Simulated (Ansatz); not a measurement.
# Ba2C (built on the sites of a database entry of Be2C): relaxing the cell for a phonon run

Task: relax Ba2C (built on the sites of a database entry of Be2C) tightly.

Main program and level: Ansatz 0.2.0; DFT LDA, scalar-relativistic, plane waves, PAW.

The structure was built from a prototype and need not be the compound's stable phase.

### Step 1. The starting structure

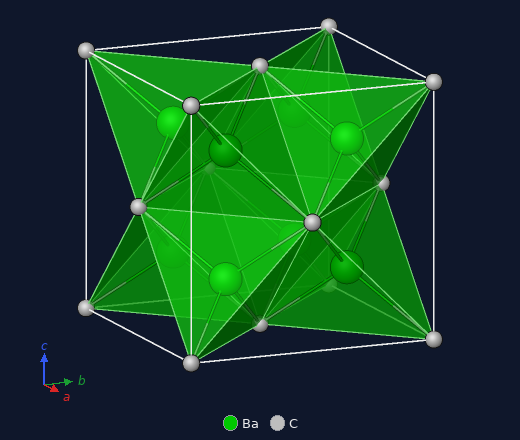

Start, viewed slightly off an axis; barium green, carbon light grey. This picture shows the conventional cell, with its axes. Some periodic images of atoms are drawn too.

### Step 2. Probe on a coarse mesh

First a cheap look: the gap decides the mesh and the occupations, the pressure tells how far the cell has to move.

The input, input.yaml:

```yaml
crystal:
  lattice:
    - [0.0, 3.91252, 3.91252]
    - [3.91252, 0.0, 3.91252]
    - [3.91252, 3.91252, 0.0]
  atoms:
    - { symbol: Ba, position: [0.25, 0.25, 0.25] }
    - { symbol: Ba, position: [0.75, 0.75, 0.75] }
    - { symbol: C, position: [0.0, 0.0, 0.0] }
kpoints:
  mp_grid: { grid: [4, 4, 4] }
hamiltonian:
  xc: lda
scf:
  occupations: { method: gaussian, width: 0.1 }
output:
  forces: true
  stress: true
  eigenvalues: true
```

Launch:

```sh
$ ansatz run input.yaml --threads 4 --pin off --max-ram 7168MiB --backend cpu --events-out ev --progress --plain --runs-dir out
```

Numbers of over 12 decimals in the logs are rounded to 6 here.

Output:

```text
Engine: ansatz 0.2.0, aarch64-unknown-linux-gnu
Pseudopotentials: kind: paw
Pseudopotential: Ba, paw, valence charge 10, recommended cutoff 420 eV (normal), Ba.paw.azcp
Pseudopotential: C, paw, valence charge 4, recommended cutoff 420 eV (normal), C.paw.azcp
Functional definition: SPW92
  exchange = slater_x
  correlation = pw_c
Crystal: 3 atoms, lattice volume = 119.784 Å³
Basis set: ecut = 420 eV, 2277 PW (Γ)
[...]
P = ⅓ Tr σ = -7.3545 GPa (-73.545 kbar)
--- Band table (eV; the first three rows and the last of 8) ---
  k-point 0: bands = [... 8 lower, -1.4372, 5.0163, 5.0163, 5.0163, 5.5276, 6.6086, 6.6086, 9.4277]
  k-point 1: bands = [... 8 lower, -1.3091, 4.7490, 5.3047, 5.3047, 7.0322, 7.0780, 7.0780, 8.3193]
  k-point 2: bands = [... 8 lower, -1.1977, 5.1425, 5.6779, 5.6779, 7.3575, 7.9294, 7.9294, 8.5005]
  k-point 7: bands = [... 8 lower, -1.1629, 5.3627, 5.3627, 5.9307, 6.4458, 7.6823, 7.6823, 8.5476]
[key lines of the parts left out:]
SCF converged after 6 iterations
Free energy (F): -11799.073880 eV
Fermi energy:    6.150341 eV
```

Wall time 0.56 s (4 threads of Arm Neoverse V1, shared host); peak memory 0.34 GiB; 1.5 s of CPU time.

This step gave:

| Item | Value |
| --- | --- |
| pressure | -7.354 GPa |
| volume per atom | 39.93 Å³ |
| gap on the k-mesh | 0 eV |

The coarse mesh shows no gap and a pressure of -7.4 GPa.

### Step 3. Relaxation, k-mesh 8×8×8

Harmonic phonons are second derivatives at a point where the forces vanish, and they are wanted at zero stress, so atoms and cell are relaxed first.

Changes to input.yaml since step 2:

```diff
@@ -10,3 +10,3 @@
 kpoints:
-  mp_grid: { grid: [4, 4, 4] }
+  mp_grid: { grid: [8, 8, 8] }
 hamiltonian:
@@ -19 +19,6 @@
   eigenvalues: true
+relax:
+  adjacent_minimum: "off"
+  f_tol: 0.005
+  max_steps: 80
+  cell: { stress_tol: 0.05 }
```

Output:

```text
[...]
Crystal: 3 atoms, lattice volume = 119.784 Å³
Basis set: ecut = 420 eV, 2277 PW (Γ)
Bands: 16, of which v1, the nominal top of the filled ones, is band 12 counted from 1 (11 counted from 0)
Symmetry: 48 space group operations
[...]
k-points: 29 of 512
[...]
SCF iter   1: F=—  HF=-11799.060768 eV  |F-HF|=—  |Δ(HF+E_count)|=         —  Δρ=5.69e-3  dr2=7.88e-2  ethr=1.77e-3  ⟨swp⟩=8.8  Hψ=2894  notcnv=0
[...]
SCF iter   7: F=-11799.054456 eV  HF=-11799.054456 eV  |F-HF|=4.36e-9  |Δ(HF+E_count)|=   1.44e-8  Δρ=2.98e-6  dr2=1.14e-8  ethr=4.17e-10  ⟨swp⟩=6.9  Hψ=2571  notcnv=0
SCF 1 converged in 7 iterations: F = -11799.054456 eV  dr2 = 1.14e-8
[...]
relax step   1: F+E_penalty+E_count = -11799.05445564 eV  Δ(F+E_penalty+E_count) = +0.000e0 eV  max|allowed force component| = 1.156e-17 eV/Å  Δτ_max = 0.0000 Å  P = -7.353 GPa  Ω = 119.784 Å³  (7 SCF iters, dr2 threshold 1.00e-7 eV, accepted)
Crystal: 3 atoms, lattice volume = 103.106 Å³
Basis set: ecut = 420 eV, 1989 PW (Γ)
[...]
iter 1 solved again at ethr=6.22e-4 eV; its pass at ethr=3.10e-3 eV (dr2=1.49e-1 eV) is discarded
[...]
SCF iter   7: F=-11799.799297 eV  HF=-11799.799297 eV  |F-HF|=7.42e-9  |Δ(HF+E_count)|=   1.38e-7  Δρ=6.11e-6  dr2=5.47e-8  ethr=1.25e-9  ⟨swp⟩=7.2  Hψ=2540  notcnv=0
SCF 2 converged in 7 iterations: F = -11799.799297 eV  dr2 = 5.47e-8
relax step   2: F+E_penalty+E_count = -11799.79929658 eV  Δ(F+E_penalty+E_count) = -7.448e-1 eV  max|allowed force component| = 9.714e-17 eV/Å  Δτ_max = 0.0000 Å  P = -6.599 GPa  Ω = 103.106 Å³  energy of the carried Pulay correction = +5.964e-3 eV  (7 SCF iters, dr2 threshold 3.00e-7 eV, accepted)
Crystal: 3 atoms, lattice volume = 88.052 Å³
Basis set: ecut = 420 eV, 1759 PW (Γ)
[...]
SCF iter   6: F=-11800.321612 eV  HF=-11800.321612 eV  |F-HF|=1.22e-10  |Δ(HF+E_count)|=   9.59e-8  Δρ=4.13e-6  dr2=7.20e-9  ethr=1.25e-9  ⟨swp⟩=3.9  Hψ=2233  notcnv=0
SCF 3 converged in 6 iterations: F = -11800.321612 eV  dr2 = 7.20e-9
relax step   3: F+E_penalty+E_count = -11800.32161204 eV  Δ(F+E_penalty+E_count) = -5.223e-1 eV  max|allowed force component| = 5.860e-17 eV/Å  Δτ_max = 0.0000 Å  P = -3.916 GPa  Ω = 88.052 Å³  energy of the carried Pulay correction = +1.217e-2 eV  (6 SCF iters, dr2 threshold 3.00e-7 eV, accepted)
[...]
relax step   4: F+E_penalty+E_count = -11800.42815684 eV  Δ(F+E_penalty+E_count) = -1.065e-1 eV  max|allowed force component| = 3.701e-17 eV/Å  Δτ_max = 0.0000 Å  P = +2.528 GPa  Ω = 74.540 Å³  energy of the carried Pulay correction = +1.857e-2 eV  (6 SCF iters, dr2 threshold 3.00e-7 eV, accepted)
[...]
relax step   5: F+E_penalty+E_count = -11800.45434901 eV  Δ(F+E_penalty+E_count) = -2.619e-2 eV  max|allowed force component| = 3.778e-17 eV/Å  Δτ_max = 0.0000 Å  P = -0.452 GPa  Ω = 79.314 Å³  energy of the carried Pulay correction = +1.621e-2 eV  (6 SCF iters, dr2 threshold 3.00e-7 eV, accepted)
[...]
relax step   6: F+E_penalty+E_count = -11800.45591429 eV  Δ(F+E_penalty+E_count) = -1.565e-3 eV  max|allowed force component| = 3.315e-17 eV/Å  Δτ_max = 0.0000 Å  P = -0.019 GPa  Ω = 78.518 Å³  energy of the carried Pulay correction = +1.659e-2 eV  (6 SCF iters, dr2 threshold 3.00e-7 eV, accepted)
[...]
relax step   7: F+E_penalty+E_count = -11800.45207275 eV  Δ(F+E_penalty+E_count) = +3.842e-3 eV  max|allowed force component| = 3.624e-17 eV/Å  Δτ_max = 0.0000 Å  P = -0.096 GPa  Ω = 78.518 Å³  stress off target by 9.58e-2 GPa  SCF on the basis re-selected at this cell (its energy is not comparable with the rows above)  (6 SCF iters)
[...]
relax step   8: F+E_penalty+E_count = -11800.45220714 eV  Δ(F+E_penalty+E_count) = -1.344e-4 eV  max|allowed force component| = 1.619e-17 eV/Å  Δτ_max = 0.0000 Å  P = -0.002 GPa  Ω = 78.353 Å³  energy of the carried Pulay correction = +8.386e-5 eV  (6 SCF iters, dr2 threshold 2.29e-8 eV, accepted)
[...]
SCF iter   1: F=—  HF=-11800.452173 eV  |F-HF|=—  |Δ(HF+E_count)|=         —  Δρ=2.19e-6  dr2=1.76e-9  ethr=7.15e-7  ⟨swp⟩=3.2  Hψ=4159  notcnv=0
eigensolver tolerance schedule: the retry pair's looser diagonalisation over-reported the residual by 97694.37 of it (diagonalisation noise at an unbounded share of the residual, at the tolerance the schedule requests for it); recorded, not acted on — ethr = c·dr2/N_el stays at c = 1.0e-1
[...]
SCF iter   2: F=—  HF=-11800.452172 eV  |F-HF|=—  |Δ(HF+E_count)|=   3.75e-7  Δρ=9.80e-7  dr2=1.19e-10  ethr=7.32e-12  ⟨swp⟩=3.6  Hψ=1183  notcnv=0
[...]
SCF iter   7: F=-11800.452172 eV  HF=-11800.452172 eV  |F-HF|=7.28e-12  |Δ(HF+E_count)|=  5.46e-12  Δρ=4.43e-10  dr2=9.95e-17  ethr=1.00e-12  ⟨swp⟩=2.8  Hψ=1441  notcnv=0
SCF 9 converged in 7 iterations: F = -11800.452172 eV  dr2 = 9.95e-17
relax step   9: F+E_penalty+E_count = -11800.45217213 eV  Δ(F+E_penalty+E_count) = +3.501e-5 eV  max|allowed force component| = 3.007e-17 eV/Å  Δτ_max = 0.0000 Å  P = -0.003 GPa  Ω = 78.353 Å³  stress off target by 2.96e-3 GPa  SCF on the basis re-selected at this cell (its energy is not comparable with the rows above)  (7 SCF iters)
[...]
SCF converged after 7 iterations
Free energy (F): -11800.452172 eV
[...]
Internal energy: -11800.448426 eV  (E = F + TS)
E sigma→0 (E₀):  -11800.450299 eV
Entropy (-TS):   -0.003746 eV (-1.249 meV/atom)
Fermi energy:    10.485636 eV
[...]
--- Stress (GPa, compression-positive) ---
       -0.002959      -0.000000      -0.000000
       -0.000000      -0.002959       0.000000
       -0.000000      -0.000000      -0.002959
  P = ⅓ Tr σ = -0.0030 GPa (-0.030 kbar)
--- Band table (eV; the first three rows and the last of 29) ---
  k-point 0: bands = [... 8 lower, 2.4453, 8.3014, 8.3014, 8.3014, 10.5853, 10.5853, 10.6967, 15.0253]
  k-point 1: bands = [... 8 lower, 2.5949, 8.3466, 8.4461, 8.4461, 10.8339, 10.8339, 11.2162, 14.4099]
  k-point 2: bands = [... 8 lower, 2.8896, 8.7282, 8.8462, 8.8462, 11.5236, 11.5236, 12.1422, 13.6908]
  k-point 28: bands = [... 8 lower, 3.1155, 9.5234, 9.7801, 9.7801, 11.4475, 12.6081, 12.6081, 13.5999]
--- Relaxed structure (7 steps of the walk, 7 accepted, 2 SCFs on fresh bases) ---
  F+E_penalty+E_count = -11800.45217213 eV   max|allowed force component| = 3.007e-17 eV/Å   (the final SCF, on the basis selected at the relaxed cell)
  cell:  # Å, volume = 78.3530 Å³
    - [0, 3.396319, 3.396319]
    - [3.396319, 0, 3.396319]
    - [3.396319, 3.396319, 0]
  atoms:
    - { symbol: Ba, position: [0.25, 0.25, 0.25] }
    - { symbol: Ba, position: [0.750000, 0.750000, 0.750000] }
    - { symbol: C, position: [0, 0, 0] }
```

Elapsed: 9.3 s, on 4 threads; peak memory 0.43 GiB.

Relaxation path:

```
step  energy less that of the first step (eV)  largest force component (eV/Å)  pressure (GPa)  volume (Å³)
   1                                   0.0000                          0.0000           -7.35       119.78
   2                                  -0.7448                          0.0000           -6.60       103.11
   3                                  -1.2672                          0.0000           -3.92        88.05
   4                                  -1.3737                          0.0000            2.53        74.54
   5                                  -1.3999                          0.0000           -0.45        79.31
   6                                  -1.4015                          0.0000           -0.02        78.52
  7*                                  -1.3976                          0.0000           -0.10        78.52
   8                                  -1.3978                          0.0000            0.00        78.35
  9*                                  -1.3977                          0.0000            0.00        78.35
```

Relaxation steps marked * repeat the geometry before them on a plane-wave basis chosen anew for their cell, so energy and pressure can jump there.

The run keeps the 48 symmetry operations that it works with, so distortions that break them were not tested.

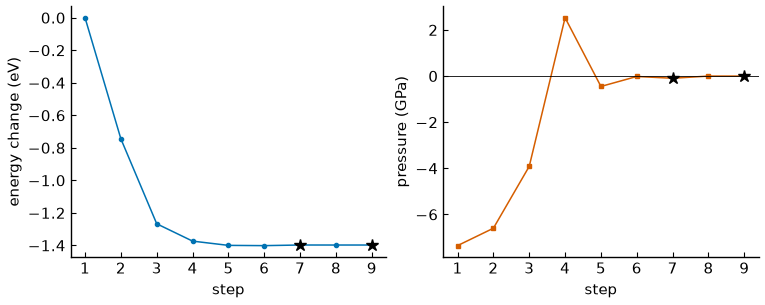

Energy and pressure along the relaxation. Stars mark steps on a basis chosen anew.

```
     cell as run  before  after   change
           a (Å)   5.533  4.803  -13.2 %
           b (Å)   5.533  4.803  -13.2 %
           c (Å)   5.533  4.803  -13.2 %
volume (Å³/atom)   39.93  26.12  -34.6 %
```

The relaxed structure:

```cif
data_structure
_symmetry_space_group_name_H-M 'P 1'
_symmetry_Int_Tables_number 1
_cell_length_a 4.8031
_cell_length_b 4.8031
_cell_length_c 4.8031
_cell_angle_alpha 60.000
_cell_angle_beta 60.000
_cell_angle_gamma 60.000
_cell_volume 78.35
loop_
_atom_site_label
_atom_site_type_symbol
_atom_site_fract_x
_atom_site_fract_y
_atom_site_fract_z
_atom_site_occupancy
Ba1 Ba 0.25000 0.25000 0.25000 1
Ba2 Ba 0.75000 0.75000 0.75000 1
C3 C 0.00000 0.00000 0.00000 1
```

Numbers from this step:

- pressure: -0.002959 GPa
- volume per atom: 26.12 Å³

In this step the volume went from 39.93 to 26.12 Å³/atom.

### Step 4. Relaxation, k-mesh 10×10×10

The relaxation is repeated from its end, on the mesh and smearing that suit the cell and gap now reached.

input.yaml, the sections that differ from step 3:

```yaml
crystal:
  lattice:
    - [0.0, 3.3963189299, 3.3963189299]
    - [3.3963189299, 0.0, 3.3963189299]
    - [3.3963189299, 3.3963189299, 0.0]
  atoms:
    - { symbol: Ba, position: [0.25, 0.25, 0.25] }
    - { symbol: Ba, position: [0.75, 0.75, 0.75] }
    - { symbol: C, position: [0.0, 0.0, 0.0] }
kpoints:
  mp_grid: { grid: [10, 10, 10] }
output:
  forces: true
  stress: true
  eigenvalues: true
  write_density: true
  write_potential: true
  elf: true
  volumetric_format: npy
# hamiltonian, scf, relax: as in step 3
```

Output:

```text
[...]
Crystal: 3 atoms, lattice volume = 78.353 Å³
Basis set: ecut = 420 eV, 1471 PW (Γ)
Bands: 16, of which v1, the nominal top of the filled ones, is band 12 counted from 1 (11 counted from 0)
Symmetry: 48 space group operations
[...]
k-points: 47 of 1000
[...]
--- Relaxed structure (1 steps of the walk, 1 accepted, 1 SCFs on fresh bases) ---
[...]
cell:  # Å, volume = 78.3530 Å³
    - [0.0, 3.3963189299, 3.3963189299]
    - [3.3963189299, 0.0, 3.3963189299]
    - [3.3963189299, 3.3963189299, 0.0]
  atoms:
    - { symbol: Ba, position: [0.25, 0.25, 0.25] }
    - { symbol: Ba, position: [0.75, 0.75, 0.75] }
    - { symbol: C, position: [0.0, 0.0, 0.0] }
[key lines of the parts left out:]
SCF converged after 8 iterations
Free energy (F): -11800.453151 eV
Fermi energy:    10.499622 eV
P = ⅓ Tr σ = -0.0173 GPa (-0.173 kbar)
```

The job ended after 3.6 s (4 threads; peak memory 0.4 GiB).

Little changed from the start: no atom moved by 0.005 Å and no cell edge by 0.1 %.

Numbers from this step:

| Property | Result |
| --- | --- |
| pressure | -0.01728 GPa |

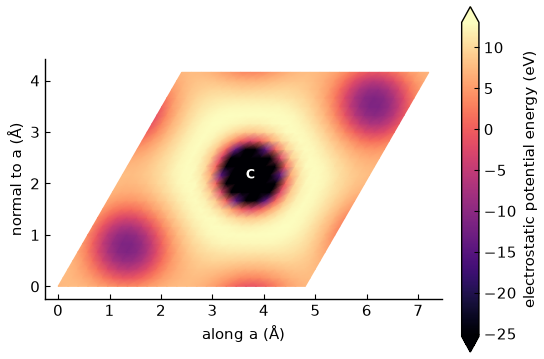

Electrostatic potential energy in the ac plane of the cell as run, not the conventional one, at fractional y = 0.000, with atoms of C within 0.2 Å of it. With pseudopotentials it is smooth inside the atoms' cores, unlike the true potential. The map starts off the cell's origin, so that atoms lie inside it.

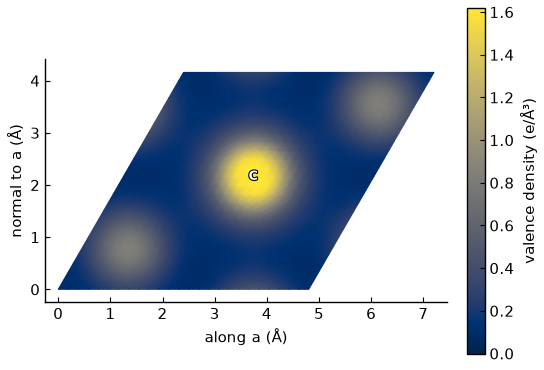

Valence density in the ac plane of the cell as run, not the conventional one, at fractional y = 0.000, with atoms of C within 0.2 Å of it. It is the smooth field of the valence electrons, not physical close to the nuclei. The map starts off the cell's origin, so that atoms lie inside it.

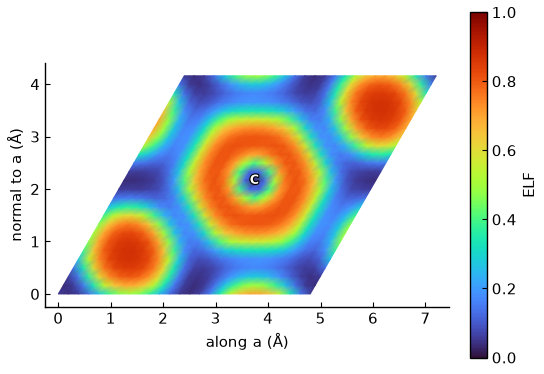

ELF in the ac plane of the cell as run, not the conventional one, at fractional y = 0.000, with atoms of C within 0.2 Å of it. It is the smooth field of the valence electrons, not physical close to the nuclei. The map starts off the cell's origin, so that atoms lie inside it.

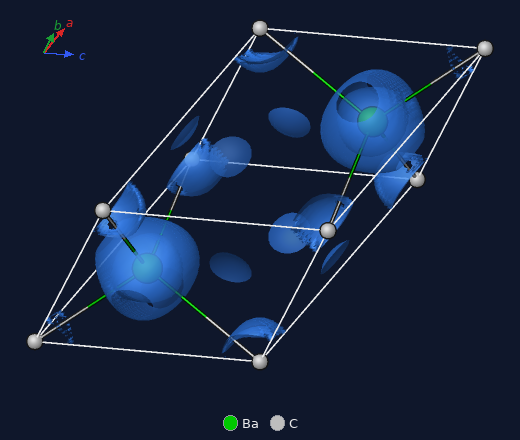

Surface of ELF = 0.81. Drawn on the cell as run, not the conventional one.

In this step the volume went from 26.12 to 26.12 Å³/atom.

### Step 5. Relaxing to small forces for the phonons

Phonons need a cell at rest on their own settings, so the relaxation is repeated with tight tolerances on forces and stress, using the mesh and the filling of the phonon run that follows.

input.yaml, the sections that differ from step 4:

```yaml
scf:
  occupations: { method: methfessel_paxton, width: 0.15 }
output:
  forces: true
  stress: true
  eigenvalues: true
relax:
  adjacent_minimum: "off"
  f_tol: 0.001
  max_steps: 60
  cell: { stress_tol: 0.01 }
# crystal, kpoints, hamiltonian: as in step 4
```

Output:

```text
[...]
Crystal: 3 atoms, lattice volume = 78.353 Å³
Basis set: ecut = 420 eV, 1471 PW (Γ)
Bands: 16, of which v1, the nominal top of the filled ones, is band 12 counted from 1 (11 counted from 0)
Symmetry: 48 space group operations
[...]
k-points: 47 of 1000
[...]
k-point 46: bands = [... 8 lower, 3.1100, 9.5323, 9.5750, 10.0262, 11.3896, 12.4792, 12.5970, 13.7060]
--- Relaxed structure (3 steps of the walk, 3 accepted, 1 SCFs on fresh bases) ---
[...]
cell:  # Å, volume = 78.3205 Å³
    - [0, 3.395850, 3.395850]
    - [3.395850, 0, 3.395850]
    - [3.395850, 3.395850, 0]
  atoms:
    - { symbol: Ba, position: [0.25, 0.25, 0.25] }
    - { symbol: Ba, position: [0.75, 0.75, 0.75] }
    - { symbol: C, position: [0, 0, 0] }
[key lines of the parts left out:]
SCF converged after 5 iterations
Free energy (F): -11800.451447 eV
Fermi energy:    10.511818 eV
P = ⅓ Tr σ = -0.0003 GPa (-0.003 kbar)
```

It took 6.2 s on 4 threads; peak memory 0.38 GiB.

Little changed from the start: no atom moved by 0.005 Å and no cell edge by 0.1 %.

Numbers from this step:

```yaml
pressure: -2.87e-4 GPa
volume_per_atom: 26.11 Å³
```

The forces vanish by symmetry and the pressure is 0.000 GPa, within the tolerances set. The cell now holds 26.11 Å³/atom.

### Step 6. Results

```yaml
space_group_after_relaxation_within_0p01_a: Fm-3m
lattice_constant_a: 6.792 Å
lattice_constant_b: 6.792 Å
lattice_constant_c: 6.792 Å
volume_per_atom: 26.1 Å³
```

The forces vanish by symmetry and the pressure is 0.000 GPa, within the tolerances set. The cell now holds 26.11 Å³/atom. The relaxation keeps the symmetry of its start, so it says nothing on stability against lower symmetry. Spin-orbit coupling is left out, which can matter for the heavy elements here. The starting cell was built on a prototype and not taken from a measurement, so the phase need not exist.

[Logs are printed without paths, hosts, clocks, repeated set-up lines and the standing remarks that a program may print on its own settings, such as how far it seeks lower states.]

[Hosts, paths, dates, database ids (printed as entryN), source tags and the programs' standing remarks are cut or masked in the printed files.]
